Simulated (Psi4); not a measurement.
# S2O (Disulfur monoxide): MP3/def2-TZVP

What is the vertical ionisation energy of S2O (Disulfur monoxide) at MP3/def2-TZVP? 

Program for the calculation: Psi4 1.11.

### 1 The structure to begin with

S2O: 3 atoms, total charge 0, spin state singlet. SMILES: `O=S=S`. The shape is that of a PBE0-D4/def2-TZVP optimisation.

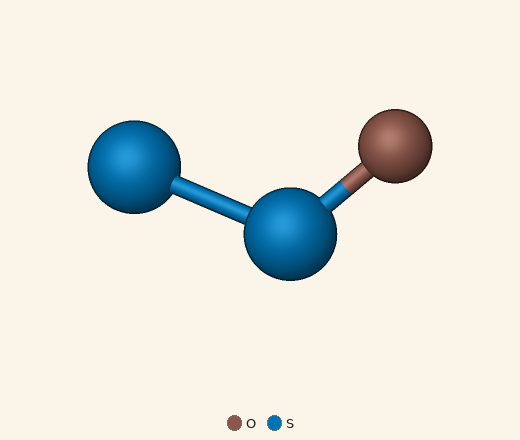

Viewed from a chosen angle; oxygen brown, sulfur blue.

### 2 A single-point energy at MP3/def2-TZVP

job.in reads:

```
memory 2200 mb

molecule {
  0 1
  O
  S 1 R2
  S 2 R3 1 A3

  R2 = 1.453022
  R3 = 1.87997
  A3 = 117.77776
  symmetry c1
  no_reorient
  no_com
}

set {
  basis           def2-TZVP
  puream          true
  e_convergence   1e-09
  d_convergence   1e-08
  scf_type        pk
  num_frozen_docc 11
  mp_type         conv
}

energy('mp3')
```

Launch:

```bash
psi4 job.in job.out -n 1
```

job.out:

```text
[...]
  Running in c1 symmetry.
[...]
  Nuclear repulsion =  142.341725159711871
[...]
  Multiplicity = 1
[...]
  Nalpha       = 20
  Nbeta        = 20
[...]
    Number of basis functions: 105
[...]
   @RHF iter   1:  -869.82681731529703   -1.48760e-01   4.86941e-03 ADIIS/DIIS
[...]
   @RHF iter  15:  -869.93216336204557   -2.95586e-12   1.66178e-09 DIIS
[...]
    Orbital Energies [Eh]
    ---------------------
    Doubly Occupied:
       1A    -92.141269     2A    -91.992736     3A    -20.605771
       4A     -9.128114     5A     -8.997881     6A     -6.809102
       7A     -6.808914     8A     -6.807334     9A     -6.678397
      10A     -6.677322    11A     -6.676374    12A     -1.432604
      13A     -1.082646    14A     -0.813130    15A     -0.637912
      16A     -0.634286    17A     -0.609437    18A     -0.457643
      19A     -0.419236    20A     -0.405153
[...]
  @RHF Final Energy:  -869.93216336204557
   => Energetics <=
    Nuclear Repulsion Energy =            142.3417251597118707
    One-Electron Energy =               -1484.9172533996706989
    Two-Electron Energy =                 472.6433648779133136
    Total Energy =                       -869.9321633620455714
[...]
 Multipole Moments:
 ------------------------------------------------------------------------------------
     Multipole            Electronic (a.u.)      Nuclear  (a.u.)        Total (a.u.)
 ------------------------------------------------------------------------------------
 L = 1.  Multiply by 2.5417464519 to convert [e a0] to [Debye]
 Dipole X            :         -0.1988357            0.0055860           -0.1932497
 Dipole Y            :         -0.6997495           -0.0127019           -0.7124514
 Dipole Z            :          0.0000000            0.0000000            0.0000000
 Magnitude           :                                                    0.7381954
[...]
	SCS-MP2 Total Energy (a.u.)        :  -870.50438689792293
	SOS-MP2 Total Energy (a.u.)        :  -870.49578315638632
[...]
	SOS-PI-MP2 Total Energy (a.u.)     :  -870.53913852518178
[...]
	MP2 Total Energy (a.u.)            :  -870.52159438099579
[...]
	SCS-MP3 Total Energy (a.u.)        :  -870.50548466074076
[...]
	MP3 Total Energy (a.u.)            :  -870.52598543226713
[...]
```

Wall time 23 s (1 thread of Intel Xeon at 2.50GHz (Skylake/Cascade Lake), shared host); peak memory 0.98 GiB.

### 3 The doublet cation

os2_ase.py reads:

```python
import numpy as np
from ase.calculators.psi4 import Psi4
from ase import Atoms

mol = Atoms(['O', 'S', 'S'], positions=[
    [0.451630, 1.204020, 0.493170],
    [0.529120, -0.205510, 0.148940],
    [-0.980740, -0.998510, -0.642110],
])
calc = Psi4(atoms=mol, method='mp3', basis='def2-TZVP', memory='2200MB', num_threads=1, charge=1, multiplicity=2, label='psi4-calc', reference='uhf')
calc.psi4.set_options({'puream': True, 'e_convergence': 1e-09, 'd_convergence': 1e-08, 'scf_type': 'pk', 'num_frozen_docc': 11, 'maxiter': 100, 'mp_type': 'conv'})
mol.calc = calc

print(f'energy: {mol.get_potential_energy():.6f} eV')
```

Launch:

```bash
python os2_ase.py
```

psi4-calc.dat:

```text
[...]
  Running in c1 symmetry.
[...]
  Nuclear repulsion =  142.341724241183584
[...]
  Multiplicity = 2
[...]
  Nalpha       = 20
  Nbeta        = 19
[...]
    Number of basis functions: 105
[...]
   @UHF iter   1:  -869.39769523870029    2.80362e-01   5.20630e-03 DIIS/ADIIS
[...]
   @UHF iter  27:  -869.58213641398220    2.22826e-11   8.83419e-09 DIIS
[...]
   @S^2 Observed:                7.818930823E-01
[...]
    Orbital Energies [Eh]
    ---------------------
    Alpha Occupied:
       1A    -92.414014     2A    -92.327454     3A    -20.893762
       4A     -9.402458     5A     -9.330040     6A     -7.083077
       7A     -7.080925     8A     -7.080770     9A     -7.025057
      10A     -7.006295    11A     -7.004452    12A     -1.707369
      13A     -1.401319    14A     -1.102018    15A     -0.918880
      16A     -0.910444    17A     -0.871556    18A     -0.769748
      19A     -0.724488    20A     -0.715405
    Alpha Virtual:
      21A     -0.276834    22A     -0.112611    23A     -0.087407
      24A      0.069835    25A      0.095171    26A      0.098045
[...]
  @UHF Final Energy:  -869.58213641398220
   => Energetics <=
    Nuclear Repulsion Energy =            142.3417242411835844
    One-Electron Energy =               -1473.3720445725434729
    Two-Electron Energy =                 461.4481839173777189
    Total Energy =                       -869.5821364139821981
  UHF NO Occupations:
  HONO-2 :   18  A 1.9936292
  HONO-1 :   19  A 1.9929528
[...]
 Multipole Moments:
 ------------------------------------------------------------------------------------
     Multipole            Electronic (a.u.)      Nuclear  (a.u.)        Total (a.u.)
 ------------------------------------------------------------------------------------
 L = 1.  Multiply by 2.5417464519 to convert [e a0] to [Debye]
 Dipole X            :         -0.2603955           -0.0045502           -0.2649456
 Dipole Y            :         -1.0812087           -0.0121305           -1.0933393
 Dipole Z            :         -0.3870425           -0.0049687           -0.3920112
 Magnitude           :                                                    1.1913269
[...]
	SCS-MP2 Total Energy (a.u.)        :  -870.11383594486847
	SOS-MP2 Total Energy (a.u.)        :  -870.10673619946613
[...]
	SOS-PI-MP2 Total Energy (a.u.)     :  -870.14709002911877
[...]
	MP2 Total Energy (a.u.)            :  -870.12803543567316
[...]
	SCS-MP3 Total Energy (a.u.)        :  -870.11616806281631
[...]
	MP3 Total Energy (a.u.)            :  -870.13736390746476
[...]
```

The script printed:

```text
energy: -23677.643704 eV
```

Wall time 49 s (1 thread of Intel Xeon at 2.50GHz (Skylake/Cascade Lake), shared host); peak memory 1 GiB.

### 4 Outcome

Level: MP3/def2-TZVP, 11 core orbitals frozen.

| quantity | value |
| --- | --- |
| singlet S2O: total energy | -870.52599 Eh |
| singlet S2O: HOMO energy (Hartree–Fock orbitals) | -11.02 eV |
| singlet S2O: LUMO energy (Hartree–Fock orbitals) | -0.61 eV |
| singlet S2O: HOMO–LUMO gap (Hartree–Fock orbitals) | 10.42 eV |
| singlet S2O: correlation energy (11 core orbitals frozen) | -593.8 mEh |
| doublet cation: total energy | -870.13736 Eh |
| doublet cation: HOMO energy (Hartree–Fock orbitals) (highest over α and β) | -18.68 eV |
| doublet cation: LUMO energy (Hartree–Fock orbitals) (lowest over α and β) | -8.17 eV |
| doublet cation: correlation energy (11 core orbitals frozen) | -555.2 mEh |
| doublet cation: ⟨S²⟩ of the reference determinant | 0.782 |
| vertical ionisation energy (to the doublet cation) | 10.575 eV |

**Reading.** The vertical ionisation energy comes to 10.57 eV (1020 kJ/mol).
